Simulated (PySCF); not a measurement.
# PBE/ccECP-cc-pVDZ (core potential) run of CH4ClNSi (SMILES [H]/N=C(/[SiH3])Cl)

Aim: the vertical ionisation energy of CH4ClNSi at PBE/ccECP-cc-pVDZ (core potential), from 2 runs. The job is set up through a Python script.

The calculation is run with PySCF 2.14.0.

### 1 The system as given

CH4ClNSi has 8 atoms, charge 0, and is taken as a singlet. SMILES: `[H]/N=C(/[SiH3])Cl`. The shape is that of a PBE0-D4/def2-TZVP optimisation.

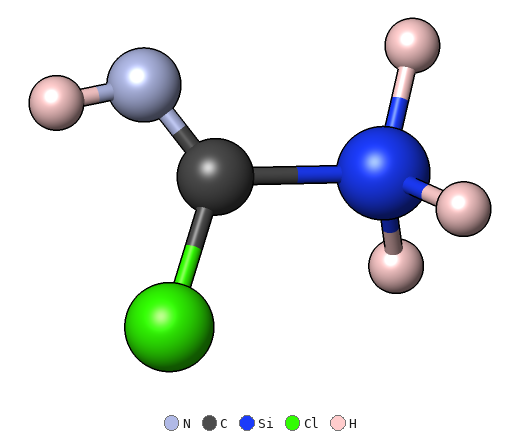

Viewed from a chosen angle; nitrogen light blue, carbon dark grey, silicon blue, chlorine green, hydrogen pink.

### 2 The energy at PBE/ccECP-cc-pVDZ (core potential)

Contents of calc.py:

```python
# N=C([SiH3])Cl
from pyscf import gto, dft

molecule = gto.M(
    atom='''
N       -0.134000       1.454700      -0.961900
C       -0.418500       0.335400      -0.490000
Si       0.653400      -0.598300       0.760300
Cl      -1.899100      -0.560600      -0.931300
H       -0.820600       1.817500      -1.623900
H        1.022600      -1.900500       0.155700
H       -0.163500      -0.822600       1.976900
H        1.851900       0.217300       1.058400
''',
    max_memory=1860,
    charge=0,
    ecp='ccecp',
    spin=0,
    verbose=3,
    basis='ccecp-cc-pvdz',
)

mf = dft.RKS(molecule, xc='pbe')
mf.grids.level = 4
mf.conv_tol = 1e-10
mf.kernel()
if not mf.converged:
    mf = mf.newton().run(mf.mo_coeff, mf.mo_occ)

e_final = mf.e_tot
print('E(%s) = %.9f' % ('PBE', e_final))
```

Launch:

```console
OMP_NUM_THREADS=1 python calc.py
```

Log:

```text
converged SCF energy = -36.7936353864168
E(PBE) = -36.793635386
```

Wall time 14 s (1 thread of Arm Neoverse V1, shared host); peak memory 0.35 GiB.

### 3 The doublet cation

Contents of calc.py:

```python
from pyscf import gto, dft

mol = gto.M(
    atom='''
N     -0.253223     2.748985    -1.817728
C     -0.790850     0.633814    -0.925966
Si     1.234747    -1.130623     1.436759
Cl    -3.588779    -1.059380    -1.759902
H     -1.550709     3.434577    -3.068726
H      1.932434    -3.591424     0.294230
H     -0.308970    -1.554489     3.735800
H      3.499584     0.410637     2.000086
''',
    ecp={'N': 'ccecp', 'C': 'ccecp', 'Si': 'ccecp', 'Cl': 'ccecp', 'H': 'ccecp'},
    unit='bohr',
    charge=1,
    spin=1,
    verbose=4,
    basis='ccecp-cc-pvdz',
    max_memory=1860,
)

ks = dft.UKS(mol, xc='pbe')
ks.conv_tol = 1e-10
ks.grids.level = 4
ks.kernel()
if not ks.converged:
    ks = ks.newton().run(ks.mo_coeff, ks.mo_occ)

etot = ks.e_tot
print('Final energy', etot)
```

Launch:

```console
OMP_NUM_THREADS=1 python calc.py
```

Log:

```text
PySCF version 2.14.0

[... 68 lines left out ...]
WARN: HOMO -0.479127520002849 >= LUMO -0.478549044421081
[... 62 lines left out ...]
converged SCF energy = -36.4195075712463  <S^2> = 0.75513471  2S+1 = 2.0051281
Final energy -36.41950757124627
```

Wall time 26 s (1 thread of Arm Neoverse V1, shared host); peak memory 0.36 GiB.

### 4 Results

At PBE/ccECP-cc-pVDZ (core potential):

| quantity | value |
| --- | --- |
| singlet CH4ClNSi: total energy | -36.79364 Eh |
| singlet CH4ClNSi: dipole moment | 0.20 D |
| singlet CH4ClNSi: HOMO energy | -6.74 eV |
| singlet CH4ClNSi: LUMO energy | -2.02 eV |
| singlet CH4ClNSi: HOMO–LUMO gap | 4.72 eV |
| doublet cation: total energy | -36.41951 Eh |
| doublet cation: HOMO energy (highest over α and β) | -13.66 eV |
| doublet cation: LUMO energy (lowest over α and β) | -13.42 eV |
| doublet cation: ⟨S²⟩ | 0.755 |
| vertical ionisation energy (to the doublet cation) | 10.181 eV |

Removing an electron at fixed nuclei costs 10.18 eV (235 kcal/mol). The negative HOMO energy of the first species, 6.74 eV, lies 3.44 eV below that difference.
